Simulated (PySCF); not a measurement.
# Solver options tried on H3OTa

Aim: find out which solver settings change the answer for H3OTa.

Computed with PySCF 2.14.0. Level: method and basis as typed in the scripts.

5 further runs of the same task are left out: 5 that didn't finish.

## (1) The starting structure

H3OTa: 5 atoms, charge 0, spin multiplicity 1.

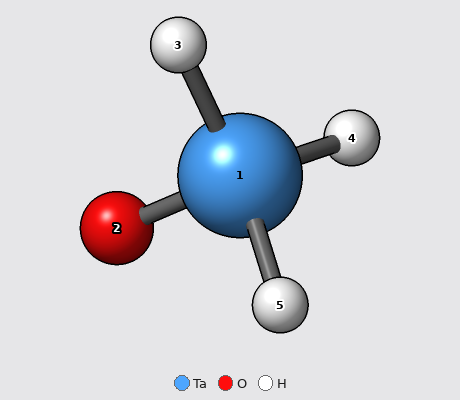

Start geometry, drawn with tantalum blue, oxygen red, hydrogen white; atoms are numbered from 1 in the order of the file.

## (2) Base script

The input, input.py:

```python
from pyscf import gto, scf, mp

mol = gto.M(
    atom='Ta 0 0.1033 0.0731; O 0 -1.2504 -0.8845; H 1.4712 -0.0568 1.0002; H -1.4712 -0.0568 1.0002; H 0 1.4147 -1.0801',
    basis='sbkjc',
    ecp={'Ta': 'sbkjc', 'O': 'sbkjc'},
    charge=0,
    spin=0,
    verbose=4,
)
mf = scf.RHF(mol)
mf.level_shift = 0.3
mf.kernel()
mp.MP2(mf).kernel()
mf.dip_moment()
print('orbital energies (hartree):', mf.mo_energy[..., max(0, mol.nelec[1]-3):mol.nelec[0]+3].round(4))
```

On the command line:

```bash
$ OMP_NUM_THREADS=1 python input.py
```

Its log is not repeated here.

In short: E(SCF) = -74.524991 Eh, 13 cycles, E(MP2) − E(SCF) = -0.34012 Eh, μ = 3.72 D (of the SCF density).

## (3) Convergence threshold 1e-05 hartree

Variant 1 changes convergence threshold: default → 1e-05 hartree.

The input, input.py:

```python
from pyscf import gto, scf, mp

mol = gto.M(
    atom='Ta 0 0.1033 0.0731; O 0 -1.2504 -0.8845; H 1.4712 -0.0568 1.0002; H -1.4712 -0.0568 1.0002; H 0 1.4147 -1.0801',
    basis='sbkjc',
    ecp={'Ta': 'sbkjc', 'O': 'sbkjc'},
    charge=0,
    spin=0,
    verbose=4,
)
mf = scf.RHF(mol)
mf.conv_tol = 1e-05
mf.level_shift = 0.3
mf.kernel()
mp.MP2(mf).kernel()
mf.dip_moment()
print('orbital energies (hartree):', mf.mo_energy[..., max(0, mol.nelec[1]-3):mol.nelec[0]+3].round(4))
```

On the command line:

```bash
$ OMP_NUM_THREADS=1 python input.py
```

## (4) Convergence threshold 1e-13 hartree

Variant 2 changes convergence threshold: default → 1e-13 hartree.

Edit input.py of step 2 so:

```diff
@@ -11,2 +11,3 @@
 mf = scf.RHF(mol)
+mf.conv_tol = 1e-13
 mf.level_shift = 0.3
```

**Question.** What will these runs give? Wanted: for each run, E(SCF); from base; gap; SCF dipole; after the SCF.

The runs gave:

| run | E(SCF) (hartree) | from base (eV) | cycles | gap (eV) | SCF dipole (D) | after the SCF |
| --- | --- | --- | --- | --- | --- | --- |
| base | -74.524991 | 0 | 13 | 13.22 | 3.72 | MP2 correlation -9.255 eV |
| convergence threshold 1e-05 hartree | -74.524990 | 0.0000 | 8 | 13.22 | 3.72 | MP2 correlation -9.257 eV |
| convergence threshold 1e-13 hartree | -74.524991 | 0.0000 | 18 | 13.22 | 3.72 | MP2 correlation -9.255 eV |

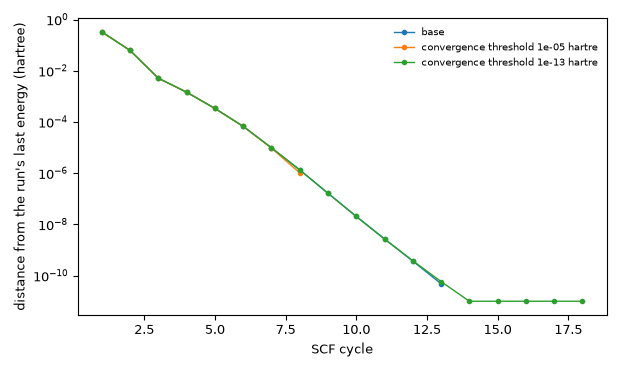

Convergence of the SCF energy, run by run.

In words: The SCF energy stays the same, to the digits that matter, with convergence threshold 1e-05 hartree or convergence threshold 1e-13 hartree.
